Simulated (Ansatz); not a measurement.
# One shape, several levels: triplet AlF3

We compute a comparison of 6 runs (UHF/3-21G, UB3LYP/6-31G*, UCAM-B3LYP/6-311+G**, UHSE06/6-311+G**, UPBE0/6-311+G**, UBCCD(T)/6-311+G**) of triplet AlF3. 

Program for the calculation: Ansatz 0.2.0.

39 further runs of the same task are left out: 39 set aside as unsound or not needed.

## Step 1: Starting point

The species is AlF3 (4 atoms), meant as a triplet with charge 0. As SMILES of the parent species, `F[Al](F)F`. The shape is that of a PBE0-D4/def2-TZVP optimisation. That shape belongs to the parent species and isn't relaxed for this state.

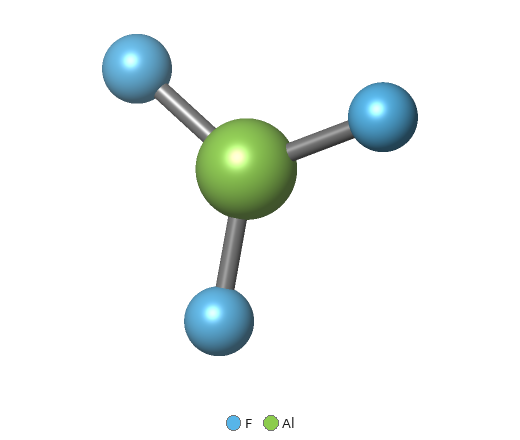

The structure, seen from a chosen angle (fluorine blue, aluminium green).

## Step 2: A single-point energy at UHF/3-21G (run 1)

Input file job.yaml:

```yaml
crystal:
  periodic: [false, false, false]
  atoms:
    - {symbol: F, position_ang: [0.859410, -0.722590, 1.180170]}
    - {symbol: Al, position_ang: [-0.000000, -0.000010, -0.000000]}
    - {symbol: F, position_ang: [-1.440740, -0.612530, -0.450110]}
    - {symbol: F, position_ang: [0.581330, 1.335130, -0.730040]}
basis:
  gaussian:
    orbitals: 3-21G.json
magnetization:
  spin_polarized: true
  initial_magnetization: 2
hamiltonian:
  xc: hf
accuracy: high
output: {orbitals: {seedname: orbitals}}
```

The basis set 3-21G is read from a file made from the Basis Set Exchange's data (not shown).

On the command line:

```bash
$ ansatz run job.yaml --threads 1 --pin off --max-ram 3480MiB --events-out events.jsonl --progress --plain --runs-dir runs
```

The log of the run:

```text
Warning: RAYON_NUM_THREADS=1 ignored (pool sized by the plan → 1); use --threads N
Functional definition: HF
  name "HF"
  exchange = exact_x
  correlation = 0
773 factors; integrals over basis functions are off by at most 4.2e-9 eV
mean field evaluation 1: about -14615.2801 eV, gradient 1.7e1 eV
mean field evaluation 2: about -14615.3014 eV, gradient 1.7e1 eV
mean field evaluation 4: about -14616.5002 eV, gradient 1.3e0 eV
mean field evaluation 8: about -14616.5260 eV, gradient 5.3e-1 eV
mean field evaluation 16: about -14618.4574 eV, gradient 9.8e-3 eV
mean field evaluation 32: about -14618.4312 eV, gradient 5.6e-2 eV
mean field evaluation 64: about -14617.3556 eV, gradient 1.2e0 eV
mean field evaluation 96: about -14617.1671 eV, gradient 1.9e0 eV
mean field evaluation 128: about -14612.2646 eV, gradient 5.6e0 eV
mean field evaluation 160: about -14615.3957 eV, gradient 4.5e-1 eV
mean field evaluation 192: about -14618.4037 eV, gradient 1.5e-1 eV
mean field evaluation 224: about -14616.3751 eV, gradient 3.4e-1 eV
mean field evaluation 256: about -14616.5202 eV, gradient 7.9e-6 eV
mean field -14618.45743508 eV, -537.2184019928 hartree, gradient 8.4e-8 eV, S^2 2.003961; 4 other end points of the search recorded, 0 dependent functions left out
reference -14618.45743508 eV, -537.2184019928 hartree; 21, 19 occupied and 19, 21 virtual orbitals, 773 factors
Total energy: -14618.45743508 eV, -537.2184019928 hartree
```

Wall time 1.4 s (1 thread of Arm Neoverse V2, shared host); peak memory 0.1 GiB.

## Step 3: The energy at UB3LYP/6-31G(d) (Cartesian functions) (run 2)

Input file run.yaml:

```yaml
crystal:
  periodic: [false, false, false]
  atoms:
    - symbol: F
      position_ang: [0.859410, -0.722590, 1.180170]
    - symbol: Al
      position_ang: [-0.000000, -0.000010, -0.000000]
    - symbol: F
      position_ang: [-1.440740, -0.612530, -0.450110]
    - symbol: F
      position_ang: [0.581330, 1.335130, -0.730040]
basis:
  gaussian:
    orbitals: "6-31G*"
magnetization:
  spin_polarized: true
  initial_magnetization: 2
hamiltonian:
  xc: {name: B3LYP}
accuracy: high
output: {orbitals: {seedname: orbitals}}
```

On the command line:

```bash
$ ansatz run run.yaml --threads 1 --pin off --max-ram 3480MiB --events-out events.jsonl --progress --plain --runs-dir runs
```

The log of the run:

```text
Warning: RAYON_NUM_THREADS=1 ignored (pool sized by the plan → 1); use --threads N
Functional definition: B3LYP
  name "B3LYP"
  parameter a0 = 0.2
  parameter ax = 0.72
  parameter ac = 0.81
  exchange = (1 - a0 - ax)*slater_x + ax*b88_x + a0*exact_x
  correlation = (1 - ac)*vwn_rpa_c + ac*lyp_c
1196 factors; integrals over basis functions are off by at most 2.8e-9 eV
mean field evaluation 1: about -14743.3870 eV, gradient 2.5e1 eV
mean field evaluation 2: about -14741.6800 eV, gradient 3.6e1 eV
mean field evaluation 4: about -14745.2761 eV, gradient 3.3e0 eV
mean field evaluation 8: about -14745.3797 eV, gradient 4.0e-1 eV
mean field evaluation 16: about -14745.3804 eV, gradient 5.7e-4 eV
mean field evaluation 32: about -14745.1896 eV, gradient 2.5e0 eV
mean field -14745.38036078 eV, -541.8827334809 hartree, gradient 1.2e-8 eV, S^2 2.005945; 6 other end points of the search recorded, 0 dependent functions left out
reference -14745.38039454 eV, -541.8827347214 hartree; 21, 19 occupied and 43, 45 virtual orbitals, 1196 factors
Total energy: -14745.38039454 eV, -541.8827347214 hartree
```

It took 7.2 s on 1 thread of Arm Neoverse V2, shared host; peak memory 0.23 GiB.

Runs 3 to 4 aren't shown in full; the table further down has their settings and results.

## Step 4: A single-point energy at UPBE0/6-311+G(d,p) (run 5)

Input file molecule.yaml:

```yaml
basis:
  gaussian:
    orbitals: 6-311+G_st__st_-spherical.json
crystal:
  periodic: [false, false, false]
  atoms:
    - {symbol: F, position_ang: [0.859410, -0.722590, 1.180170]}
    - {symbol: Al, position_ang: [-0.000000, -0.000010, -0.000000]}
    - {symbol: F, position_ang: [-1.440740, -0.612530, -0.450110]}
    - {symbol: F, position_ang: [0.581330, 1.335130, -0.730040]}
magnetization:
  spin_polarized: true
  initial_magnetization: 2
hamiltonian:
  xc: pbe0
accuracy: high
output: {orbitals: {seedname: orbitals}}
```

The basis set 6-311+G** is read from a file made from the Basis Set Exchange's data (not shown).

On the command line:

```bash
$ ansatz run molecule.yaml --threads 1 --pin off --max-ram 3480MiB --events-out events.jsonl --progress --plain --runs-dir runs
```

The log of the run:

```text
Warning: RAYON_NUM_THREADS=1 ignored (pool sized by the plan → 1); use --threads N
Functional definition: PBE0
  name "PBE0"
  parameter a = 0.25
  parameter kappa = 0.804
  parameter beta = 0.06672455060314922
  exchange = (1 - a)*pbe_x(kappa = kappa, mu = beta*pi^2/3) + a*exact_x
  correlation = pbe_c(beta = beta)
1643 factors; integrals over basis functions are off by at most 4.1e-9 eV
mean field evaluation 1: about -14734.4797 eV, gradient 2.9e1 eV
mean field evaluation 2: about -14732.3767 eV, gradient 4.2e1 eV
mean field evaluation 4: about -14736.8903 eV, gradient 9.4e-1 eV
mean field evaluation 8: about -14736.9988 eV, gradient 9.7e-2 eV
mean field evaluation 16: about -14736.9988 eV, gradient 6.1e-4 eV
mean field evaluation 32: about -14736.9988 eV, gradient 2.6e-7 eV
mean field -14736.99882259 eV, -541.5747176335 hartree, gradient 3.3e-8 eV, S^2 2.008428; 6 other end points of the search recorded, 0 dependent functions left out
reference -14736.99882668 eV, -541.5747177840 hartree; 21, 19 occupied and 75, 77 virtual orbitals, 1643 factors
Total energy: -14736.99882668 eV, -541.5747177840 hartree
```

Run time: 12 s. Hardware: 1 thread of Arm Neoverse V2, shared host; peak memory 0.37 GiB.

## Step 5: A single-point energy at UBCCD(T)/6-311+G(d,p) (run 6)

Input file run.yaml:

```yaml
crystal:
  periodic: [false, false, false]
  atoms:
    - {symbol: F, position_ang: [0.859410, -0.722590, 1.180170]}
    - {symbol: Al, position_ang: [-0.000000, -0.000010, -0.000000]}
    - {symbol: F, position_ang: [-1.440740, -0.612530, -0.450110]}
    - {symbol: F, position_ang: [0.581330, 1.335130, -0.730040]}
basis:
  gaussian:
    orbitals: 6-311+G_st__st_-spherical.json
magnetization:
  spin_polarized: true
  initial_magnetization: 2
correlation:
  method: bccd_t
  frozen_orbitals: {Al: 5, F: 1}
accuracy: high
scf:
  omitted_lower_state_checks: [cluster_reference, increment]
```

The basis set 6-311+G** is read from a file made from the Basis Set Exchange's data (not shown).

On the command line:

```bash
$ ansatz run run.yaml --threads 1 --pin off --max-ram 3480MiB --events-out events.jsonl --progress --plain --runs-dir runs
```

The log of the run:

```text
Warning: RAYON_NUM_THREADS=1 ignored (pool sized by the plan → 1); use --threads N
[... 16 lines left out ...]
8 core orbitals not correlated: weight in the atoms' cores, before any rotation towards them, 1.000 or more for the frozen orbitals, at most 0.000 for the correlated occupied ones
[... 57 lines left out ...]
Total energy: -14718.94956479 eV, -540.9114196436 hartree
Checks for a lower state left out: cluster_reference, increment
```

Run time: 2.7 min. Hardware: 1 thread of Arm Neoverse V2, shared host; peak memory 1.6 GiB.

## Step 6: All runs side by side

| run | level | Cartesian functions | frozen core orbitals | energy (Eh) | HOMO energy (eV) | ⟨S²⟩ | wall time |
| --- | --- | --- | --- | --- | --- | --- | --- |
| 1 | UHF/3-21G | no | – | -537.218402 | -5.62 | 2.004 | 1.4 s |
| 2 | UB3LYP/6-31G* (Cartesian functions) | yes | – | -541.882735 | -3.67 | 2.006 | 7.2 s |
| 3 | UCAM-B3LYP/6-311+G** | no | – | -541.910080 | -5.31 | 2.010 | 16 s |
| 4 | UHSE06/6-311+G** | no | – | -541.557907 | -3.91 | 2.008 | 12 s |
| 5 | UPBE0/6-311+G** | no | – | -541.574718 | -4.29 | 2.008 | 12 s |
| 6 | UBCCD(T)/6-311+G** | no | 8 | -540.911420 | – | 2.005 | 2.7 min |

## Step 7: Summary of results

```
                                          quantity          value
                               run 6: total energy  -540.91142 Eh
run 6: correlation energy (8 core orbitals frozen)     -671.5 mEh
                             run 6: (T) correction     -28.61 mEh
          run 6: ⟨S²⟩ of the reference determinant          2.005
```

**Reading.** Totals of different functionals can't be ranked against each other. All runs together took 3.5 min, the longest 2.7 min.
